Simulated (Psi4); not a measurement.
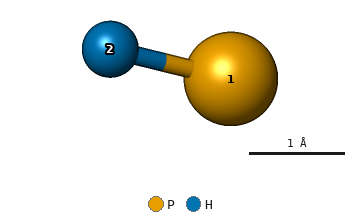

Fig. 1: The structure as given in the input (ball-and-stick view, seen at a tilt; atoms are numbered from 1 in the order of the input). Bond lengths as drawn: H–P 1.43 Å.

Run report: PH (charge +1), single-point calculation

System: PH, charge +1, multiplicity 2.
Method: r2SCAN/cc-pV(D+d)Z, UKS (Psi4 1.11).

The geometry is that of the parent species in another charge or spin state. The geometry comes from this level: PBE0-D4/def2-TZVP.

### Log
```
Psi4 1.11 release

   => Loading Basis Set <=

    Name: CC-PV(D+D)Z
    Role: ORBITAL
    Keyword: BASIS

         ---------------------------------------------------------
                                   SCF
                              UKS Reference
                        1 Threads,   1525 MiB Core
         ---------------------------------------------------------

  ==> Geometry <==

    Molecular point group: c1
    Full point group: C_inf_v

    Geometry (in Bohr), charge = 1, multiplicity = 2:

       Center              X                  Y                   Z               Mass
    ------------   -----------------  -----------------  -----------------  -----------------
         P            0.000000000000     0.000000000000    -0.085055106595    30.973761998420
         H            0.000000000000     0.000000000000     2.614021823405     1.007825032230

  Running in c1 symmetry.

  Rotational constants: A = ************  B =      8.46612  C =      8.46612 [cm^-1]
  Rotational constants: A = ************  B = 253808.00798  C = 253808.00798 [MHz]
  Nuclear repulsion =    5.557455526100918

  Charge       = 1
  Multiplicity = 2
  Electrons    = 15
  Nalpha       = 8
  Nbeta        = 7

  ==> Algorithm <==

  SCF Algorithm Type is PK.
  DIIS enabled.
  MOM disabled.
  Fractional occupation disabled.
  Guess Type is SAD.
  Energy threshold   = 1.00e-06
  Density threshold  = 1.00e-06
  Integral threshold = 1.00e-12

  ==> Primary Basis <==

  Basis Set: CC-PV(D+D)Z
    Blend: CC-PV(D+D)Z
    Number of shells: 12
    Number of basis functions: 28
    Number of Cartesian functions: 30
    Spherical Harmonics?: true
    Max angular momentum: 2

  ==> DFT Potential <==

   => LibXC <=

    Version 7.1.2

   => Composite Functional: R2SCAN <=

    r2SCAN Meta-GGA XC Functional  (0.1021/acs.jpclett.0c02405)

    Deriv               =              1
    GGA                 =           TRUE
    Meta                =           TRUE

    Exchange Hybrid     =          FALSE
    MP2 Hybrid          =          FALSE

   => Exchange Functionals <=

    1.0000   XC_MGGA_X_R2SCAN

   => Correlation Functionals <=

    1.0000   XC_MGGA_C_R2SCAN

   => LibXC Density Thresholds  <==

    XC_MGGA_C_R2SCAN:  1.00E-15
    XC_MGGA_X_R2SCAN:  1.00E-11

   => Molecular Quadrature <=

    Radial Scheme          =       TREUTLER
    Pruning Scheme         =           NONE
    Nuclear Scheme         =       TREUTLER

    Blocking Scheme        =         OCTREE
    BS radius alpha        =              1
    Pruning alpha          =              1
    Radial Points          =             99
    Spherical Points       =            590
    Total Points           =         109761
    Total Blocks           =            877
    Max Points             =            256
    Max Functions          =             28
    Weights Tolerance      =       1.00E-15

  ==> Integral Setup <==

  Using in-core PK algorithm.
   Calculation information:
      Number of atoms:                   2
      Number of AO shells:              12
      Number of primitives:             56
      Number of atomic orbitals:        30
      Number of basis functions:        28

      Integral cutoff                 1.00e-12
      Number of threads:                 1

  Performing in-core PK
  Using 165242 doubles for integral storage.
  We computed 3081 shell quartets total.
  Whereas there are 3081 unique shell quartets.

  ==> DiskJK: Disk-Based J/K Matrices <==

    J tasked:                  Yes
    K tasked:                   No
    wK tasked:                  No
    Memory [MiB]:              923
    Schwarz Cutoff:          1E-12

  Cached 100.0% of DFT collocation blocks in 0.216 [GiB].

  Minimum eigenvalue in the overlap matrix is 4.0631819667E-02.
  Reciprocal condition number of the overlap matrix is 1.3620146782E-02.
    Using symmetric orthogonalization.

  ==> Pre-Iterations <==

  SCF Guess: Superposition of Atomic Densities via on-the-fly atomic UHF (no occupation information).

   -------------------------
    Irrep   Nso     Nmo
   -------------------------
     A         28      28
   -------------------------
    Total      28      28
   -------------------------

  ==> Iterations <==

                        Total Energy        Delta E     RMS |[F,P]|

   @UKS iter SAD:  -341.53381520959448   -3.41534e+02   0.00000e+00
   @UKS iter   1:  -341.45985952236600    7.39557e-02   3.60457e-03 DIIS/ADIIS
   @UKS iter   2:  -341.46664614408263   -6.78662e-03   1.80072e-03 DIIS/ADIIS
   @UKS iter   3:  -341.46867906618979   -2.03292e-03   5.97893e-04 DIIS/ADIIS
   @UKS iter   4:  -341.46891541927010   -2.36353e-04   1.11454e-04 DIIS/ADIIS
   @UKS iter   5:  -341.46892146547356   -6.04620e-06   2.21072e-05 DIIS
   @UKS iter   6:  -341.46892172150558   -2.56032e-07   2.10340e-06 DIIS
   @UKS iter   7:  -341.46892172475555   -3.24997e-09   3.62031e-07 DIIS
  Energy and wave function converged.

  ==> Post-Iterations <==

   Electrons on quadrature grid:
      Nalpha   =    8.0000000018 ; deviation = 1.786e-09
      Nbeta    =    7.0000000018 ; deviation = 1.817e-09
      Ntotal   =   15.0000000036 ; deviation = 3.604e-09

   @Spin Contamination Metric:   7.407693997E-03
   @S^2 Expected:                7.500000000E-01
   @S^2 Observed:                7.574076940E-01
   @S   Expected:                5.000000000E-01
   @S   Observed:                5.000000000E-01

    Orbital Energies [Eh]
    ---------------------

    Alpha Occupied:

       1A    -77.204253     2A     -6.890836     3A     -5.044909
       4A     -5.037269     5A     -5.028196     6A     -0.913385
       7A     -0.633104     8A     -0.553175

    Alpha Virtual:

       9A     -0.517148    10A     -0.251057    11A      0.005808
      12A      0.034133    13A      0.039253    14A      0.050557
      15A      0.064503    16A      0.126237    17A      0.130676
      18A      0.152091    19A      0.308462    20A      0.484778
      21A      1.123524    22A      1.124079    23A      1.701964
      24A      3.393430    25A      3.395403    26A      3.434768
      27A      3.456670    28A      3.538679

    Beta Occupied:

       1A    -77.198717     2A     -6.886896     3A     -5.041813
       4A     -5.024714     5A     -5.022245     6A     -0.870426
       7A     -0.619533

    Beta Virtual:

       8A     -0.502191     9A     -0.437579    10A     -0.232105
      11A      0.027740    12A      0.053155    13A      0.091733
      14A      0.126130    15A      0.128409    16A      0.138533
      17A      0.176448    18A      0.203469    19A      0.337593
      20A      0.489231    21A      1.109512    22A      1.120655
      23A      1.686516    24A      3.400241    25A      3.401673
      26A      3.442849    27A      3.463347    28A      3.543644

    Final Occupation by Irrep:
              A
    DOCC [     7 ]
    SOCC [     1 ]
    NA   [     8 ]
    NB   [     7 ]

  @UKS Final Energy:  -341.46892172475555

   => Energetics <=

    Nuclear Repulsion Energy =              5.5574555261009175
    One-Electron Energy =                -477.3271230907714653
    Two-Electron Energy =                 153.5183501429444561
    DFT Exchange-Correlation Energy =     -23.2176043030295034
    Empirical Dispersion Energy =           0.0000000000000000
    VV10 Nonlocal Energy =                  0.0000000000000000
    Total Energy =                       -341.4689217247555462

  UHF NO Occupations:
  HONO-2 :    6  A 1.9997758
  HONO-1 :    7  A 1.9965150
  HONO-0 :    8  A 1.0000000
  LUNO+0 :    9  A 0.0034850
  LUNO+1 :   10  A 0.0002242
  LUNO+2 :   11  A 0.0000007
  LUNO+3 :   12  A 0.0000001

Computation Completed

Properties will be evaluated at   0.000000,   0.000000,   0.000000 [a0]

Properties computed using the SCF density matrix

 Multipole Moments:

 ------------------------------------------------------------------------------------
     Multipole            Electronic (a.u.)      Nuclear  (a.u.)        Total (a.u.)
 ------------------------------------------------------------------------------------

 L = 1.  Multiply by 2.5417464519 to convert [e a0] to [Debye]
 Dipole X            :         -0.0000000            0.0000000           -0.0000000
 Dipole Y            :          0.0000000            0.0000000            0.0000000
 Dipole Z            :         -0.9491078            1.3381952            0.3890874
 Magnitude           :                                                    0.3890874

 ------------------------------------------------------------------------------------

	total time  =          3 seconds =       0.05 minutes
```

### Standard output
```
total energy -341.46892172 hartree = -9291.84264 eV
```

The run was set up as follows.

### Input (hp.py)
```python
import psi4

psi4.set_memory(1600000000)
psi4.set_num_threads(1)
psi4.set_output_file('output.dat', False)

m = psi4.geometry("""
1 2
P      0.00000000     0.00000000    -0.02760890
H      0.00000000     0.00000000     2.67146803
units bohr
symmetry c1
""")

options = {'basis': 'cc-pV(D+d)Z', 'reference': 'uks', 'puream': True, 'scf_type': 'pk', 'dft_radial_points': 99, 'dft_spherical_points': 590, 'maxiter': 100}
psi4.set_options(options)

energy_value, wavefunction = psi4.energy("r2scan", return_wfn=True)
print(f'total energy {energy_value:.8f} hartree = {energy_value * 27.211386:.5f} eV')
```

Launched with:
```bash
python hp.py
```

### Results in brief

- outcome: converged
- total energy: −341.468922 hartree
- basis functions: 28
- ⟨S²⟩: 0.757
- hardware: 1 thread of AMD EPYC (Zen 5), 16 GiB of memory available, shared host
- wall time: 4.5 s
- peak memory: 0.51 GiB
